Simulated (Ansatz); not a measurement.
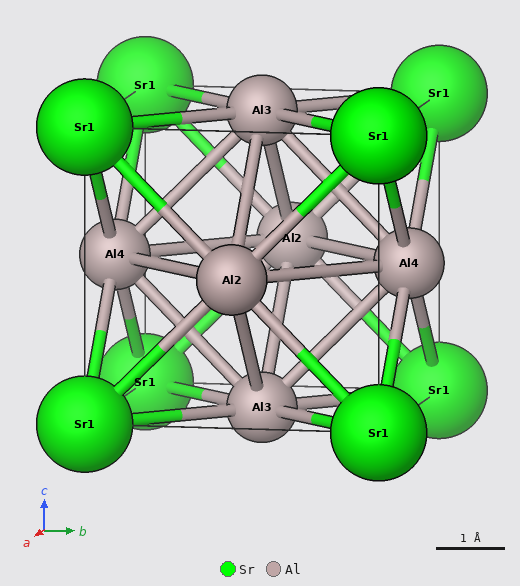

This is a crystal of SrAl$_{3}$ (built on the AuCu3 type). Style: ball-and-stick. Shown: the cell of the calculation, slightly off an axis.

Level of theory: DFT PBE, scalar-relativistic, plane waves, PAW in Ansatz. Set-up: plane-wave cutoff 420 eV; k-point mesh 8 × 8 × 8; occupations gaussian; smearing width 0.05 eV; no spin polarisation.

The variant: The cell is strained by +2.1 % along [3 −1 −1], +0.2 % roughly along [1 3 1], −2.5 % roughly along [1 −1 3] (volume −0.2 %) and atoms are displaced by up to 0.38 Å (root mean square over those that move 0.26 Å) relative to the cell: Al2 0.38 Å along [0 −1 −2], Sr1 0.21 Å roughly along [1 0 2]. No relaxation follows.

**Predict the response.**

Near-neighbour distances before and after: Al–Sr 3.159 → 2.694 to 3.638 Å, Al–Al 3.159 → 2.796 to 3.550 Å. The space group (tolerance 0.01 Å) goes from Pm-3m (No. 221) to P1 (No. 1). Energy change: +195 meV per atom. Pressure: 0.2 GPa before, 3.9 GPa after. The principal stresses (compression positive) are 6.3 GPa along [1 2 2], 4.9 GPa along [1 −3 3], 0.5 GPa along [3 0 −1]. The largest force is 3.1 eV/Å, on Sr1, roughly along [−1 −1 −3]. The forces mostly point back along the displacements (cosine −0.78).

Drawn alike, the variant:

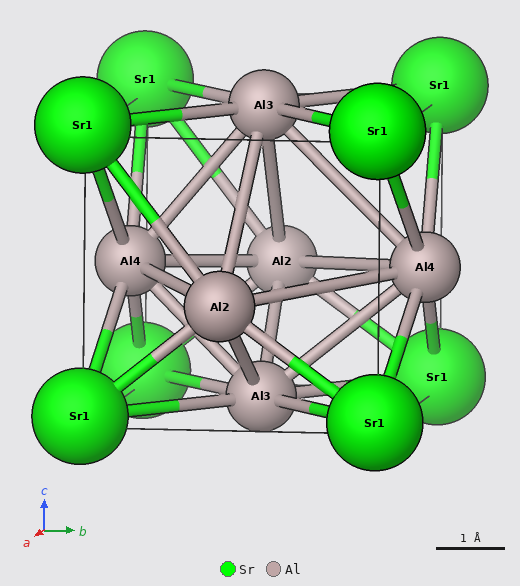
